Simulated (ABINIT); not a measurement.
# How the form of the self-energy moves the gap of MgO (Fm-3m)

How much does the gap of MgO (Fm-3m) depend on the approximation to the self-energy?

Main program and level: ABINIT 10.8.3; PBE and many-body steps on it, plane waves.

**What was measured.**

- Gap 7.83 eV: literature experimental gap; bulk crystal (quoted in “Electronic structure of alkaline earth and post-transition metal oxides”, 2009, arxiv:0908.1581).

## Step 1: The starting structure

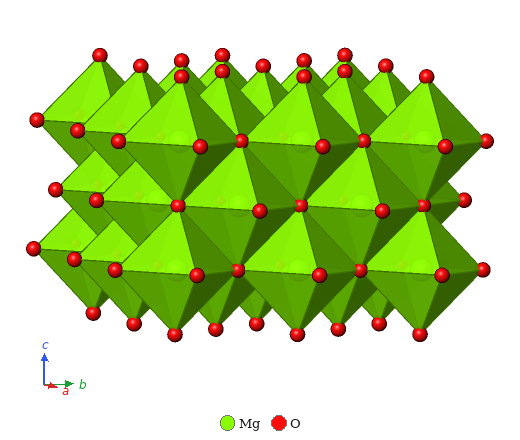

Start, viewed slightly off an axis; magnesium green, oxygen red. 2×2×1 cells are drawn. This picture shows the conventional cell, with its axes. Some periodic images of atoms are drawn too.

The cell and positions are those that the Materials Project relaxed with its own functionals (PBE, PBE+U or r2SCAN), kept fixed.

## Step 2: Empty states on the mesh, 6×6×6 mesh, 171 bands

This step: ABINIT 10.8.3; DFT, PBE, plane waves, norm-conserving pseudopotentials.

The sums over transitions need many empty states on a uniform mesh; this step solves for them.

Contents of run.abi:

```
acell 3*1.0 Angstrom
rprim 
  -0.000000000000 2.097001392700 2.097001392700
  2.097001392700 -0.000000000000 2.097001392700
  2.097001392700 2.097001392700 -0.000000000000
ntypat 2
znucl 12 8
natom 2
typat 1 2
xred 
  0.000000000000 0.000000000000 0.000000000000
  0.500000000000 0.500000000000 0.500000000000
pp_dirpath "pseudos"
pseudos "Mg.upf, O.upf"
ecut 38
ngkpt 6 6 6
nshiftk 1
shiftk 0 0 0
kptopt 1
chksymbreak 0
irdden 1
istwfk *1
nband 171
prtvol 0
optdriver 6
gwr_task "HDIAGO"
paral_kgb 0
occopt 1
indata_prefix "in"
outdata_prefix "out"
tmpdata_prefix "tmp"
```

Launch:

```bash
$ OMP_NUM_THREADS=1 mpirun -n 4 abinit run.abi > log
```

The log of the run:

```text
.Version 10.8.3 of ABINIT. v10.8.2 released Aug 2026.

 Symmetries : space group Fm -3 m (#225); Bravais cF (face-center cubic)
[... echo of the input left out ...]
== DATASET  1 ==================================================================
-   mpi_nproc: 4, omp_nthreads: 1 (-1 if OMP is not activated)

--- !DatasetInfo
iteration_state: {dtset: 1, }
dimensions: {natom: 2, nkpt: 16, mband: 171, nsppol: 1, nspinor: 1, nspden: 1, mpw: 1411, }
cutoff_energies: {ecut:  38.0, pawecutdg:  -1.0, }
[...]
Direct band gap semiconductor
 Fundamental gap:     4.895 (eV)
   VBM:     4.841 (eV) at k: [ 0.0000E+00,  0.0000E+00,  0.0000E+00]
   CBM:     9.736 (eV) at k: [ 0.0000E+00,  0.0000E+00,  0.0000E+00]
 Direct gap:         4.895 (eV) at k: [ 0.0000E+00,  0.0000E+00,  0.0000E+00]

== END DATASET(S) ==============================================================
================================================================================

 -outvars: echo values of variables after computation  --------
           etotal      0.0000000000E+00
            nband         171
             nkpt          16
          spgroup         225
 [... the other variables as echoed above ...]

 Calculation completed.
```

Wall time 11 s (4 MPI ranks of Arm Neoverse V1, shared host); peak memory 0.68 GiB.

This step gave:

```yaml
gap: 4.895 eV
k_of_the_valence_top: 0, 0, 0
k_of_the_conduction_bottom: 0, 0, 0
least_direct_gap: 4.895 eV
k_points_computed: 16
lowest_point_of_the_top_converged_band_above_the_valence_top: 218.9456 eV
```

On this mesh the gap is 4.895 eV.

The density comes from a self-consistent run that is not shown.

## Step 3: Screening, 6×6×6 mesh, 163 bands, screening to 304.8 eV

The RPA dielectric matrix is built and inverted for each q.

This step: RPA screening on PBE, plane waves, norm-conserving pseudopotentials.

Changes to run.abi since step 2:

```diff
@@ -20,10 +20,11 @@
 chksymbreak 0
-irdden 1
 istwfk *1
-nband 171
-prtvol 0
-optdriver 6
-gwr_task "HDIAGO"
-paral_kgb 0
 occopt 1
+irdwfk 1
+optdriver 3
+nband 163
+ecuteps 11.2
+inclvkb 2
+awtr 1
+symchi 1
 indata_prefix "in"
```

The log of the run:

```text
.Version 10.8.3 of ABINIT. v10.8.2 released Aug 2026.

 Symmetries : space group Fm -3 m (#225); Bravais cF (face-center cubic)
[... echo of the input left out ...]
== DATASET  1 ==================================================================
-   mpi_nproc: 4, omp_nthreads: 1 (-1 if OMP is not activated)

--- !DatasetInfo
iteration_state: {dtset: 1, }
dimensions: {natom: 2, nkpt: 16, mband: 163, nsppol: 1, nspinor: 1, nspden: 1, mpw: 1411, }
cutoff_energies: {ecut:  38.0, pawecutdg:  -1.0, }
electrons: {nelect:   1.60000000E+01, charge:   0.00000000E+00, occopt:   1.00000000E+00, tsmear:   1.00000000E-02, }

 SCREENING: Calculation of the susceptibility and dielectric matrices

 Based on a program developped by R.W. Godby, V. Olevano, G. Onida, and L. Reining.
 Incorporated in ABINIT by V. Olevano, G.-M. Rignanese, and M. Torrent.
.Using double precision arithmetic ; gwpc =  8

[... cell and pseudopotentials left out ...]
--------------------------------------------------------------------------------

 ==== K-mesh for the wavefunctions ====
 Number of points in the irreducible wedge :    16
[... list of points left out ...]
 Together with 48 symmetry operations and time-reversal symmetry
 yields   216 points in the full Brillouin Zone.

 ==== Q-mesh for the screening function ====
 Number of points in the irreducible wedge :    16
[... list of points left out ...]
 Together with 48 symmetry operations and time-reversal symmetry
 yields   216 points in the full Brillouin Zone.

 setmesh: FFT mesh size selected  =    24x   24x   24
          total number of points  =        13824

 vcoul_init : cutoff-mode = AUXILIARY_FUNCTION
 q-points for optical limit:   1
     1)      0.000010    0.000020    0.000030

- screening: taking advantage of time-reversal symmetry
- Maximum band index for partially occupied states nbvw = 8
- Remaining bands to be divided among processors   nbcw = 155
- Number of bands treated by each node ~38

 Number of electrons calculated from density =   16.0000; Expected =   16.0000
 average of density, n =  0.128557
 r_s =    1.2291
 omega_plasma =   34.5863 [eV]

 calculating chi0 at frequencies [eV] :
  1    0.000000E+00    0.000000E+00
  2    0.000000E+00    3.458631E+01

--------------------------------------------------------------------------------
  q-point number  1        q = ( 0.000000, 0.000000, 0.000000) [r.l.u.]
--------------------------------------------------------------------------------
[... chi0 elements left out ...]
 For q-point:  0.000010 0.000020 0.000030
  dielectric constant =   3.0176
  dielectric constant without local fields =   3.2383

  Average fulfillment of the sum rule on Im[epsilon] for q-point    1 :     86.14  [%]
[... wings left out ...]
  q-point number  2        q = ( 0.166667, 0.000000, 0.000000) [r.l.u.]
--------------------------------------------------------------------------------
[... chi0 elements left out ...]
  Average fulfillment of the sum rule on Im[epsilon] for q-point    2 :     97.25  [%]

 [... 14 further q-points ...]
```

Run time: 2.5 min. Hardware: 4 MPI ranks; peak memory 1.1 GiB.

Numbers from this step:

```yaml
eps_infinity_with_local_fields_on_this_mesh_along_the_program_s_q_direction: 3.018
the_same_without_local_fields: 3.238
plasma_frequency: 34.59 eV
plane_waves_in_the_screening_matrix: 229
```

Local fields lower ε∞ by 7 %.

## Step 4: G0W0, Godby-Needs plasmon pole

The self-energy is evaluated for the states that the input lists, and the levels follow from it, in one-shot runs by the linearised quasiparticle equation.

This step: G0W0 on PBE, plane waves, norm-conserving pseudopotentials.

Changes to run.abi since step 3:

```diff
@@ -23,8 +23,15 @@
 irdwfk 1
-optdriver 3
+optdriver 4
 nband 163
+gwcalctyp 0
+ecutsigx 38
+symsigma 1
+nkptgw 1
+kptgw 
+  0.0000000000 0.0000000000 0.0000000000
+bdgw 
+  6 12
 ecuteps 11.2
-inclvkb 2
-awtr 1
-symchi 1
+irdscr 1
+ppmodel 1
 indata_prefix "in"
```

The log of the run:

```text
.Version 10.8.3 of ABINIT. v10.8.2 released Aug 2026.

 Symmetries : space group Fm -3 m (#225); Bravais cF (face-center cubic)
[... echo of the input left out ...]
== DATASET  1 ==================================================================
-   mpi_nproc: 4, omp_nthreads: 1 (-1 if OMP is not activated)

--- !DatasetInfo
iteration_state: {dtset: 1, }
dimensions: {natom: 2, nkpt: 16, mband: 163, nsppol: 1, nspinor: 1, nspden: 1, mpw: 1411, }
cutoff_energies: {ecut:  38.0, pawecutdg:  -1.0, }
electrons: {nelect:   1.60000000E+01, charge:   0.00000000E+00, occopt:   1.00000000E+00, tsmear:   1.00000000E-02, }

 SIGMA: Calculation of the GW corrections

 Based on a program developped by R.W. Godby, V. Olevano, G. Onida, and L. Reining.
 Incorporated in ABINIT by V. Olevano, G.-M. Rignanese, and M. Torrent.
.Using double precision arithmetic ; gwpc =  8

[... cell and pseudopotentials left out ...]
--------------------------------------------------------------------------------

 ==== K-mesh for the wavefunctions ====
 Number of points in the irreducible wedge :    16
[... list of points left out ...]
 Together with 48 symmetry operations and time-reversal symmetry
 yields   216 points in the full Brillouin Zone.

 ==== Q-mesh for screening function ====
 Number of points in the irreducible wedge :    16
[... list of points left out ...]
 Together with 48 symmetry operations and time-reversal symmetry
 yields   216 points in the full Brillouin Zone.

 vcoul_init : cutoff-mode = AUXILIARY_FUNCTION
 q-points for optical limit:   1
     1)      0.000010    0.000020    0.000030
 setmesh: FFT mesh size selected  =    32x   32x   32
          total number of points  =        32768

 Number of electrons calculated from density =   16.0000; Expected =   16.0000
 average of density, n =  0.128557
 r_s =    1.2291
 omega_plasma =   34.5863 [eV]

 === KS Band Gaps ===
  >>>> For spin  1
   Minimum direct gap =   4.8948 [eV], located at k-point      :   0.0000  0.0000  0.0000
   Fundamental gap    =   4.8948 [eV], Top of valence bands at :   0.0000  0.0000  0.0000
                                       Bottom of conduction at :   0.0000  0.0000  0.0000
 SIGMA fundamental parameters:
 PLASMON POLE MODEL  1
 number of plane-waves for SigmaX                 1411
 number of plane-waves for SigmaC and W            229
 number of plane-waves for wavefunctions          1411
 number of bands                                   163
 number of independent spin polarizations            1
 number of spinorial components                      1
 number of k-points in IBZ                          16
 number of q-points in IBZ                          16
 number of symmetry operations                      48
 number of k-points in BZ                          216
 number of q-points in BZ                          216
 number of frequencies for dSigma/dE                 9
 frequency step for dSigma/dE [eV]                0.25
 number of omega for Sigma on real axis              0
 max omega for Sigma on real axis  [eV]           0.00
 zcut for avoiding poles [eV]                     0.10

 EPSILON^-1 parameters (SCR file):
 dimension of the eps^-1 matrix on file            229
 dimension of the eps^-1 matrix used               229
 number of plane-waves for wavefunctions          1411
 number of bands                                   163
 number of q-points in IBZ                          16
 number of frequencies                               2
 number of real frequencies                          1
 number of imag frequencies                          1

 matrix elements of self-energy operator (all in [eV])

 Perturbative Calculation

--- !SelfEnergy_ee
iteration_state: {dtset: 1, }
kpoint     : [   0.000,    0.000,    0.000, ]
spin       : 1
KS_gap     :    4.895
QP_gap     :    7.269
Delta_QP_KS:    2.374
data: !SigmaeeData |
     Band     E0 <VxcDFT>   SigX SigC(E0)      Z dSigC/dE  Sig(E)    E-E0       E
        6   4.841 -20.153 -25.631   3.575   0.807  -0.239 -21.689  -1.535   3.306
        7   4.841 -20.153 -25.631   3.575   0.807  -0.239 -21.689  -1.535   3.306
        8   4.841 -20.153 -25.631   3.575   0.807  -0.239 -21.689  -1.535   3.306
        9   9.736 -13.562  -8.944  -3.637   0.855  -0.170 -12.723   0.838  10.574
       10  20.877  -9.643  -3.728  -4.681   0.862  -0.160  -8.579   1.064  21.941
       11  20.877  -9.643  -3.728  -4.681   0.862  -0.160  -8.579   1.064  21.941
       12  20.877  -9.643  -3.728  -4.681   0.862  -0.160  -8.579   1.064  21.941

== END DATASET(S) ==============================================================
================================================================================

 -outvars: echo values of variables after computation  --------
           etotal      0.0000000000E+00
            nband         163
             nkpt          16
          spgroup         225
 [... the other variables as echoed above ...]

 Calculation completed.
```

Elapsed: 14 s, on 4 MPI ranks; peak memory 1 GiB.

Numbers from this step:

* G0W0 gap on the points computed: 7.268 eV
* starting gap on the mesh: 4.895 eV
* k of the valence top: 0, 0, 0
* k of the conduction bottom: 0, 0, 0
* Z at the valence top: 0.807
* Z at the conduction bottom: 0.855
* least direct G0W0 gap on the computed points: 7.268 eV

The gap on the mesh goes from 4.89 eV to 7.27 eV, a correction of +2.37 eV.

## Step 5: G0W0, Hybertsen-Louie plasmon pole

Changes to run.abi since step 4:

```diff
@@ -35,3 +35,3 @@
 irdscr 1
-ppmodel 1
+ppmodel 2
 indata_prefix "in"
```

The log of the run:

```text
.Version 10.8.3 of ABINIT. v10.8.2 released Aug 2026.

 Symmetries : space group Fm -3 m (#225); Bravais cF (face-center cubic)
[... echo of the input left out ...]
== DATASET  1 ==================================================================
-   mpi_nproc: 4, omp_nthreads: 1 (-1 if OMP is not activated)

--- !DatasetInfo
iteration_state: {dtset: 1, }
dimensions: {natom: 2, nkpt: 16, mband: 163, nsppol: 1, nspinor: 1, nspden: 1, mpw: 1411, }
cutoff_energies: {ecut:  38.0, pawecutdg:  -1.0, }
electrons: {nelect:   1.60000000E+01, charge:   0.00000000E+00, occopt:   1.00000000E+00, tsmear:   1.00000000E-02, }

 SIGMA: Calculation of the GW corrections

 Based on a program developped by R.W. Godby, V. Olevano, G. Onida, and L. Reining.
 Incorporated in ABINIT by V. Olevano, G.-M. Rignanese, and M. Torrent.
.Using double precision arithmetic ; gwpc =  8

[... cell and pseudopotentials left out ...]
--------------------------------------------------------------------------------

 ==== K-mesh for the wavefunctions ====
 Number of points in the irreducible wedge :    16
[... list of points left out ...]
 Together with 48 symmetry operations and time-reversal symmetry
 yields   216 points in the full Brillouin Zone.

 ==== Q-mesh for screening function ====
 Number of points in the irreducible wedge :    16
[... list of points left out ...]
 Together with 48 symmetry operations and time-reversal symmetry
 yields   216 points in the full Brillouin Zone.

 vcoul_init : cutoff-mode = AUXILIARY_FUNCTION
 q-points for optical limit:   1
     1)      0.000010    0.000020    0.000030
 setmesh: FFT mesh size selected  =    32x   32x   32
          total number of points  =        32768

 Number of electrons calculated from density =   16.0000; Expected =   16.0000
[...]
number of q-points in BZ                          216
 number of frequencies for dSigma/dE                 9
 frequency step for dSigma/dE [eV]                0.25
 number of omega for Sigma on real axis              0
 max omega for Sigma on real axis  [eV]           0.00
 zcut for avoiding poles [eV]                     0.10

 EPSILON^-1 parameters (SCR file):
 dimension of the eps^-1 matrix on file            229
 dimension of the eps^-1 matrix used               229
 number of plane-waves for wavefunctions          1411
 number of bands                                   163
 number of q-points in IBZ                          16
 number of frequencies                               2
 number of real frequencies                          1
 number of imag frequencies                          1

 matrix elements of self-energy operator (all in [eV])

 Perturbative Calculation

--- !SelfEnergy_ee
iteration_state: {dtset: 1, }
kpoint     : [   0.000,    0.000,    0.000, ]
spin       : 1
KS_gap     :    4.895
QP_gap     :    7.703
Delta_QP_KS:    2.809
data: !SigmaeeData |
     Band     E0 <VxcDFT>   SigX SigC(E0)      Z dSigC/dE  Sig(E)    E-E0       E
        6   4.841 -20.153 -25.631   2.716   0.885  -0.130 -22.598  -2.444   2.397
        7   4.841 -20.153 -25.631   2.716   0.885  -0.130 -22.598  -2.444   2.397
        8   4.841 -20.153 -25.631   2.716   0.885  -0.130 -22.598  -2.444   2.397
        9   9.736 -13.562  -8.944  -4.212   0.899  -0.112 -13.197   0.364  10.100
       10  20.877  -9.643  -3.728  -5.099   0.905  -0.105  -8.905   0.738  21.615
       11  20.877  -9.643  -3.728  -5.099   0.905  -0.105  -8.905   0.738  21.615
       12  20.877  -9.643  -3.728  -5.099   0.905  -0.105  -8.905   0.738  21.615

== END DATASET(S) ==============================================================
================================================================================

 -outvars: echo values of variables after computation  --------
           etotal      0.0000000000E+00
            nband         163
             nkpt          16
          spgroup         225
 [... the other variables as echoed above ...]

 Calculation completed.
```

Wall time 13 s (4 MPI ranks); peak memory 1 GiB.

This step gave:

- G0W0 gap on the points computed: 7.703 eV
- starting gap on the mesh: 4.895 eV
- k of the valence top: 0, 0, 0
- k of the conduction bottom: 0, 0, 0
- Z at the valence top: 0.885
- Z at the conduction bottom: 0.899
- least direct G0W0 gap on the computed points: 7.703 eV

Against G0W0 in ABINIT (6×6×6 mesh, 163 bands, screening to 304.8 eV, Godby-Needs plasmon pole), the gap moves by +0.435 eV.

## Step 6: G0W0, von der Linden-Horsch plasmon pole

Changes to run.abi since step 5:

```diff
@@ -35,3 +35,3 @@
 irdscr 1
-ppmodel 2
+ppmodel 3
 indata_prefix "in"
```

The log of the run:

```text
.Version 10.8.3 of ABINIT. v10.8.2 released Aug 2026.

 Symmetries : space group Fm -3 m (#225); Bravais cF (face-center cubic)
[... echo of the input left out ...]
== DATASET  1 ==================================================================
-   mpi_nproc: 4, omp_nthreads: 1 (-1 if OMP is not activated)

--- !DatasetInfo
iteration_state: {dtset: 1, }
dimensions: {natom: 2, nkpt: 16, mband: 163, nsppol: 1, nspinor: 1, nspden: 1, mpw: 1411, }
cutoff_energies: {ecut:  38.0, pawecutdg:  -1.0, }
[...]
10  20.877  -9.643  -3.728  -5.161   0.921  -0.086  -8.949   0.695  21.571
       11  20.877  -9.643  -3.728  -5.161   0.921  -0.086  -8.949   0.695  21.571
       12  20.877  -9.643  -3.728  -5.161   0.921  -0.086  -8.949   0.695  21.571

== END DATASET(S) ==============================================================
================================================================================

 -outvars: echo values of variables after computation  --------
           etotal      0.0000000000E+00
            nband         163
             nkpt          16
          spgroup         225
 [... the other variables as echoed above ...]

 Calculation completed.
```

The job ended after 6.5 s (4 MPI ranks; peak memory 0.99 GiB).

Numbers from this step:

```yaml
g0w0_gap_on_the_points_computed: 7.524 eV
starting_gap_on_the_mesh: 4.895 eV
k_of_the_valence_top: 0, 0, 0
k_of_the_conduction_bottom: 0, 0, 0
least_direct_g0w0_gap_on_the_computed_points: 7.524 eV
```

Against G0W0 in ABINIT (6×6×6 mesh, 163 bands, screening to 304.8 eV, Godby-Needs plasmon pole), the gap moves by +0.256 eV.

## Step 7: G0W0, Engel-Farid plasmon pole

Changes to run.abi since step 6:

```diff
@@ -35,3 +35,3 @@
 irdscr 1
-ppmodel 3
+ppmodel 4
 indata_prefix "in"
```

The log of the run:

```text
.Version 10.8.3 of ABINIT. v10.8.2 released Aug 2026.

 Symmetries : space group Fm -3 m (#225); Bravais cF (face-center cubic)
[... echo of the input left out ...]
== DATASET  1 ==================================================================
-   mpi_nproc: 4, omp_nthreads: 1 (-1 if OMP is not activated)

--- !DatasetInfo
iteration_state: {dtset: 1, }
dimensions: {natom: 2, nkpt: 16, mband: 163, nsppol: 1, nspinor: 1, nspden: 1, mpw: 1411, }
cutoff_energies: {ecut:  38.0, pawecutdg:  -1.0, }
[...]
10  20.877  -9.643  -3.728  -4.828   0.876  -0.141  -8.691   0.952  21.829
       11  20.877  -9.643  -3.728  -4.828   0.876  -0.141  -8.691   0.952  21.829
       12  20.877  -9.643  -3.728  -4.828   0.876  -0.141  -8.691   0.952  21.829

== END DATASET(S) ==============================================================
================================================================================

 -outvars: echo values of variables after computation  --------
           etotal      0.0000000000E+00
            nband         163
             nkpt          16
          spgroup         225
 [... the other variables as echoed above ...]

 Calculation completed.
```

The job ended after 6.6 s (4 MPI ranks; peak memory 0.98 GiB).

This step gave:

```yaml
g0w0_gap_on_the_points_computed: 7.413 eV
starting_gap_on_the_mesh: 4.895 eV
k_of_the_valence_top: 0, 0, 0
k_of_the_conduction_bottom: 0, 0, 0
least_direct_g0w0_gap_on_the_computed_points: 7.413 eV
```

Against G0W0 in ABINIT (6×6×6 mesh, 163 bands, screening to 304.8 eV, Godby-Needs plasmon pole), the gap moves by +0.145 eV.

[end of part 1 of 2]

[Paths, hosts, dates, memory and timing lines, banners, echoed tables and standing remarks are left out of the program output.]

[Logs are printed without paths, hosts, clocks, repeated set-up lines and the standing remarks that a program may print on its own settings, such as how far it seeks lower states.]

[Runs of the session that timed out or met a known fault of the program may be left out.]

[Hosts, paths, dates, database ids (printed as entryN), source tags and the programs' standing remarks are cut or masked in the printed files.]

[G0W0 gaps are taken among the corrected bands and points alone; a level outside them can change the order at an edge.]

[Where Ansatz stands beside ABINIT at settings called matched, ABINIT's density can come from a denser mesh and the files from another edition; pairs whose starting gaps differed by over 0.03 eV were left out, so agreement reads better than it is.]
